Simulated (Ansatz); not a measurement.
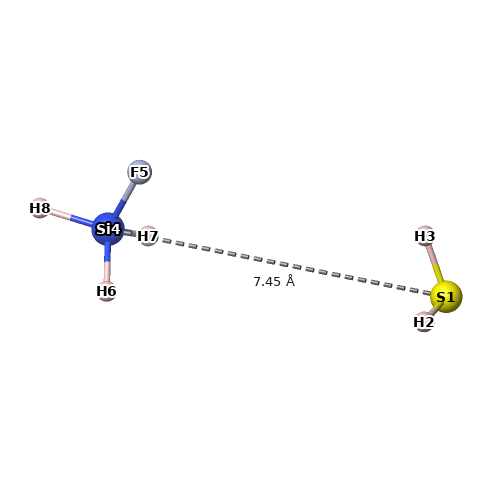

Two molecules or ions; the broken line marks their closest contact (measured against van der Waals radii). Geometry: a pair of rigid molecules at a changed separation. Program: Ansatz 0.2.0.

Which two species are they?

Answer. H2S and FH3Si (`F[SiH3].S`).

Give the counterpoise-corrected interaction energy (kJ/mol, monomers kept as in the pair) with RHF-CCSD(T) (frozen core)/def2-TZVPPD; B3LYP-D4/def2-TZVPPD; ωB97M-V/def2-TZVPPD; r2SCAN-D4/def2-TZVPPD; PBE-D4/def2-TZVPPD; PBE0-D4/def2-TZVPPD.

| level | interaction energy (kJ/mol) |
| --- | --- |
| RHF-CCSD(T) (frozen core)/def2-TZVPPD | −0.4 |
| B3LYP-D4/def2-TZVPPD | −0.4 |
| ωB97M-V/def2-TZVPPD | −0.4 |
| r2SCAN-D4/def2-TZVPPD | −0.4 |
| PBE-D4/def2-TZVPPD | −0.4 |
| PBE0-D4/def2-TZVPPD | −0.4 |
